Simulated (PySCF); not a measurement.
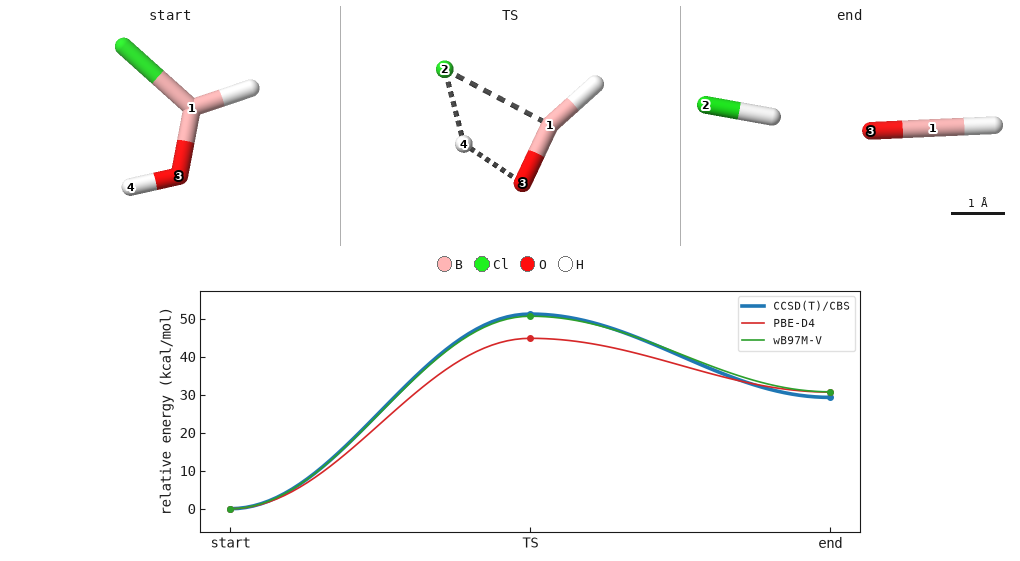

A reaction step of BH2OCl, with its energy diagram. The picture is a stick view, seen face on. Dashed sticks mark bonds that form or break.

Stationary points at PBE0-D4/def2-TZVP, single-point energies with CCSD(T)/CBS, PBE-D4, wB97M-V (def2-TZVPP where no basis is named; PySCF 2.14.0). The energies are electronic, without zero-point or thermal terms, and both ends are the minima reached downhill from the saddle, with any fragments still in contact. CCSD(T)/CBS stands for a frozen-core estimate: MP2 correlation extrapolated from def2-TZVPP and def2-QZVPP, CCSD(T) minus MP2 from the smaller set.

What happens, and what does it cost?

Answer. Counted by bonded pieces, the start holds BH₂ClO and the end holds BHO + HCl. From the start over the saddle to the end, a bond forms: Cl–H (2.71 → 1.49 → 1.29 Å). Bonds break: B–Cl (1.77 → 2.28 → 4.39 Å), H–O (0.96 → 1.35 → 1.92 Å). The saddle has one imaginary mode, 1209i cm⁻¹. With CCSD(T)/CBS the barrier is 51.2 kcal/mol from the start and 21.9 kcal/mol from the end, and the end lies 29.3 kcal/mol above the start.

```csv
level,barrier from the start (kcal/mol),barrier from the end (kcal/mol),the end less the start (kcal/mol)
CCSD(T)/CBS,51.2,21.9,29.3
PBE-D4,44.8,14.2,30.7
wB97M-V,50.6,19.9,30.7
```

Against CCSD(T)/CBS, wB97M-V comes closest on the barrier from the start (−0.6 kcal/mol) and PBE-D4 misses most (−6.4 kcal/mol).
